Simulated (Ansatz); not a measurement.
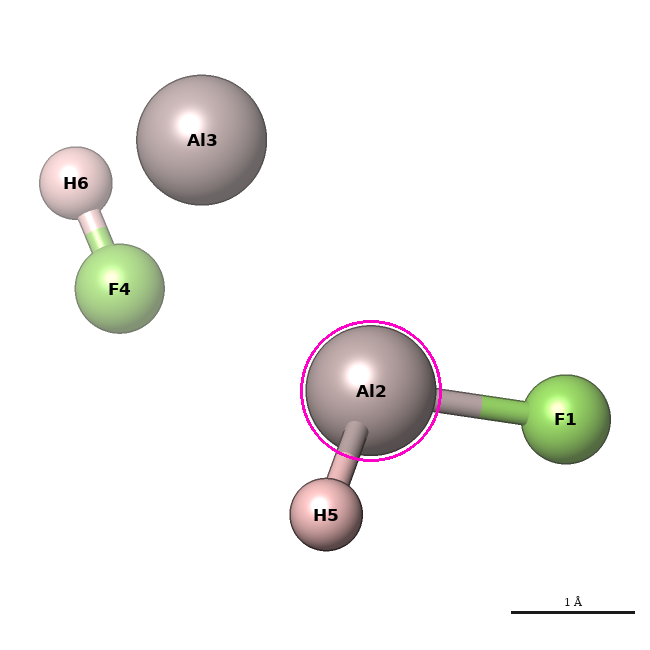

Orthographic view. Distant atoms are faded towards the background colour. Computed geometry: PBE-D4/def2-SVP optimisation. No frequency run is at hand to confirm it as a minimum.

Name the neighbours of the circled atom.

Answer. The circled atom is Al2; it is bonded to F1, H5.

Which two atoms are farthest apart in space?

Answer. H5 and H6, 5.68 Å.

Which atom is nearest the viewer?

Answer. H5, 2.4 Å in front of the mean position.
